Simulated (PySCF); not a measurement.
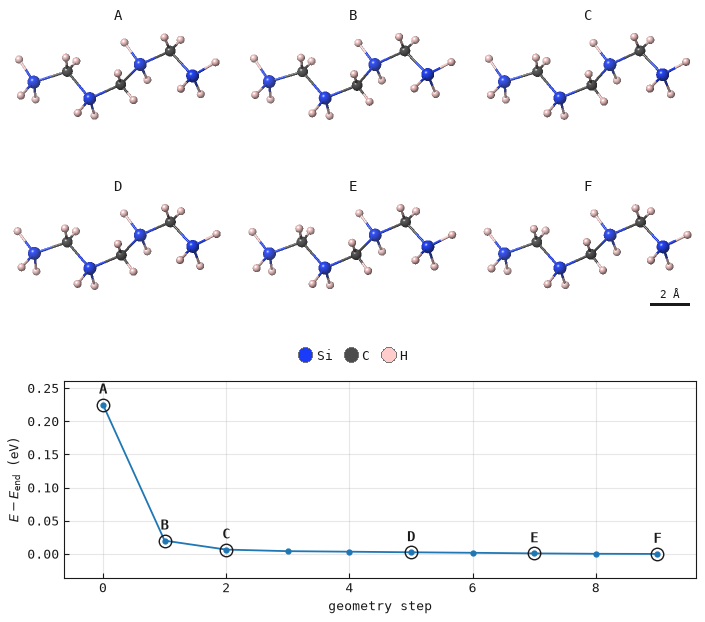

Frames of a relaxation of C$_{3}$H$_{16}$Si$_{4}$, marked on the history of the run. Style: ball-and-stick. Shown at a tilt.

The start comes from GFN2-xTB. Its atoms were then displaced at random by about 0.01 Å.

The calculation used PySCF 2.14.0, density-fitted response routines, PBE0-D3(BJ)/def2-SVP geometry optimisation, gas phase. 

Q: What happens along the run?

A: The largest move after the best rigid fit is that of an H atom, 0.15 Å. By element the largest moves are H 0.15 Å, C 0.08 Å, Si 0.08 Å. Near-neighbour distances that change, for instance: H–Si 1.437 → 1.496 Å, H–Si 1.460 → 1.498 Å, C–Si 1.911 → 1.881 Å, C–H 1.077 → 1.105 Å. Bond angles that change, for instance: C–Si–H 107.9° → 111.3°, H–Si–H 111.3° → 108.1°, Si–C–H 105.4° → 108.7°. After 9 geometry steps the energy has fallen by 0.225 eV. Cost: 2.4 min on 1 thread of Intel(R) Xeon(R) 6975P-C, on a shared host. From step 0 to 1: an H atom moves most (0.11 Å), energy −0.205 eV. From step 1 to 2: an H atom moves most (0.03 Å), energy −0.014 eV. From step 2 to 5: an H atom moves most (0.10 Å), energy −0.004 eV. From step 5 to 7: an H atom moves most (0.08 Å), energy −0.002 eV. From step 7 to 9: an H atom moves most (0.06 Å), energy −0.001 eV.

```csv
step,"E − E(0), eV"
0,0.0000
1,-0.2051
2,-0.2186
3,-0.2210
4,-0.2218
5,-0.2227
6,-0.2234
7,-0.2243
8,-0.2249
9,-0.2252
```
